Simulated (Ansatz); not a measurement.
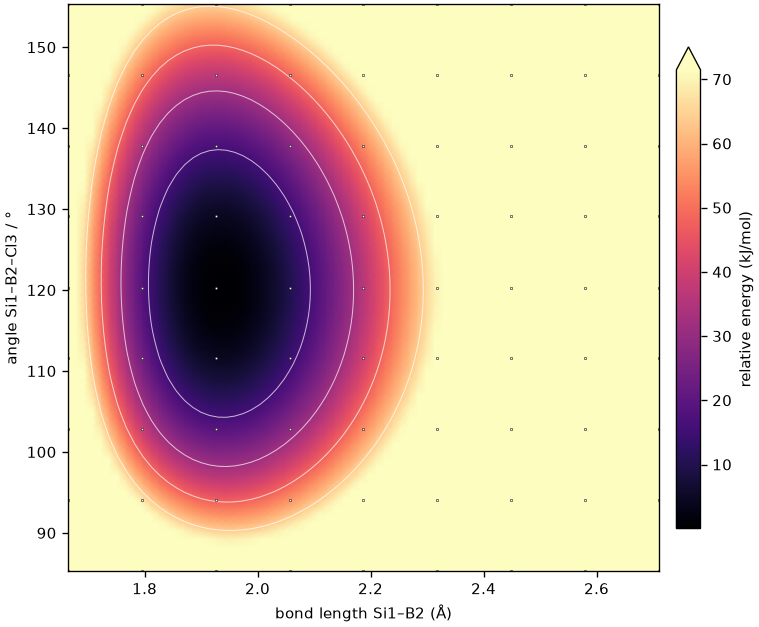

BClH₃Si, SMILES [SiH2]BCl, spin multiplicity 2. 
- Coordinates scanned: (1) bond length Si1–B2; (2) angle Si1–B2–Cl3.
- Nothing is relaxed (all other coordinates rigid).
- Grid: 9 × 9 points.
- Points are written as (first, second).
- Energies: kJ/mol, counted from the relaxed molecule at the same level.
- All numbers below come from Ansatz, UKS PBE0-D4/def2-TZVP.

In the figure: a smooth colour map with a few white contour lines, dots at the grid points, one colour for all values above the top of the scale. Between grid points the surface is interpolated.

Question: Where is the minimum, and how stiff is the well along each coordinate?

Answer: The interpolated minimum is at bond length Si1–B2 ≈ 1.935 Å, angle Si1–B2–Cl3 ≈ 120.3°. The curvatures there are about 16 eV/Å² and 3.9 eV/rad², with a cross term of about 0 eV/(Å·rad). Round the minimum the two coordinates are nearly uncoupled. (1 eV is 96.5 kJ/mol.)
